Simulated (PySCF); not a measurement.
```json
{"atom": "B", "x (Å)": "3.3336", "y (Å)": "0.5012", "z (Å)": "-0.2100"}
{"atom": "O", "x (Å)": "2.1010", "y (Å)": "0.6238", "z (Å)": "-0.6883"}
{"atom": "C", "x (Å)": "1.0313", "y (Å)": "-0.1096", "z (Å)": "-0.2784"}
{"atom": "C", "x (Å)": "-0.1697", "y (Å)": "0.0442", "z (Å)": "-0.8176"}
{"atom": "C", "x (Å)": "-1.3779", "y (Å)": "-0.7266", "z (Å)": "-0.3984"}
{"atom": "C", "x (Å)": "-2.4722", "y (Å)": "0.2051", "z (Å)": "0.1233"}
{"atom": "H", "x (Å)": "3.6051", "y (Å)": "-0.2792", "z (Å)": "0.6348"}
{"atom": "H", "x (Å)": "4.1306", "y (Å)": "1.2192", "z (Å)": "-0.6802"}
{"atom": "H", "x (Å)": "1.2226", "y (Å)": "-0.8337", "z (Å)": "0.5094"}
{"atom": "H", "x (Å)": "-0.3101", "y (Å)": "0.7803", "z (Å)": "-1.5969"}
{"atom": "H", "x (Å)": "-1.7650", "y (Å)": "-1.2805", "z (Å)": "-1.2584"}
{"atom": "H", "x (Å)": "-1.1058", "y (Å)": "-1.4469", "z (Å)": "0.3752"}
{"atom": "H", "x (Å)": "-2.7595", "y (Å)": "0.9211", "z (Å)": "-0.6433"}
{"atom": "H", "x (Å)": "-3.3518", "y (Å)": "-0.3664", "z (Å)": "0.4104"}
{"atom": "H", "x (Å)": "-2.1167", "y (Å)": "0.7561", "z (Å)": "0.9908"}
```

Geometry: GFN2-xTB.

All numbers below come from B3LYP/def2-SVPD, SCF density, gas phase in PySCF 2.14.0.

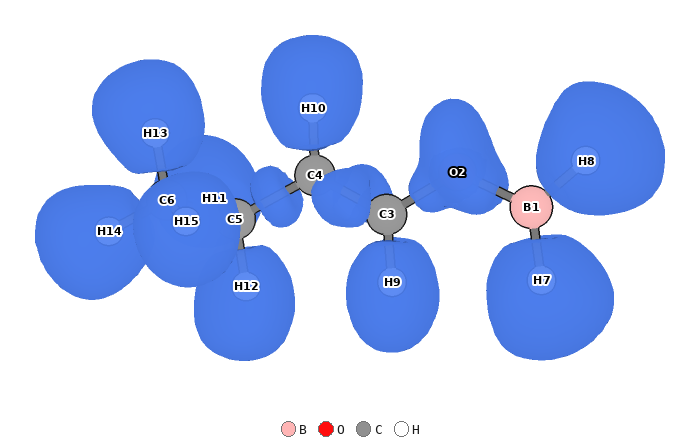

C4H9BO (SMILES BO/C=C/CC). Isosurface of the electron localisation function at 0.75 (blue), seen at a tilt. Only the valence region is drawn (cores and ρ < 0.01 e/Å³ removed).

Identify the bonds, lone pairs and shells in this picture.

The surface consists of three regions between bonded C–C atoms (shared pairs), nine regions around hydrogen nuclei and one region on O in which the atom's valence shell and bonds are merged.

Values along the shortest contacts:
C–C (1.33 Å): the ELF peaks at about 0.95 between the atoms (a multiple bond). B–O (1.33 Å): the ELF peaks at about 0.90 between the atoms, as expected for a polar covalent bond.
